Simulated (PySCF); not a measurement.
C₂H₁₀OSi₂, SMILES CC[SiH2]O[SiH3] at its GFN2-xTB optimised geometry (Å):

```
15

C      2.7426    -1.3700     0.0870
C      1.2246    -1.2336     0.0705
Si     0.6571     0.5766     0.0000
O     -0.9635     0.5766     0.0000
Si    -2.5186     1.0168     0.0000
H      3.0420    -2.4162     0.1241
H      3.1772    -0.9234    -0.8044
H      3.1631    -0.8652     0.9537
H      0.8277    -1.7826    -0.7866
H      0.8148    -1.7192     0.9591
H      1.0896     1.3284     1.1809
H      1.0901     1.2357    -1.2351
H     -3.0014     0.8326    -1.3671
H     -2.6001     2.4162     0.4160
H     -3.1772     0.1234     0.9503
```

Computed with PySCF with B3LYP/def2-TZVP. Cells within 0.4 Å of a nucleus heavier than hydrogen are left out (blank, or x).

Map of the log10 of the electron density (e/bohr³), floored at −4 on the plane z = 0.0 Å:

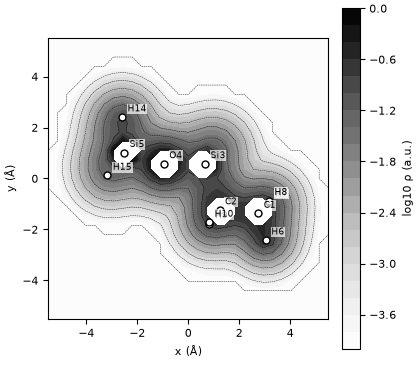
Figure: Log10 of the electron density (e/bohr³), floored at −4 on the plane z = 0.0 Å.
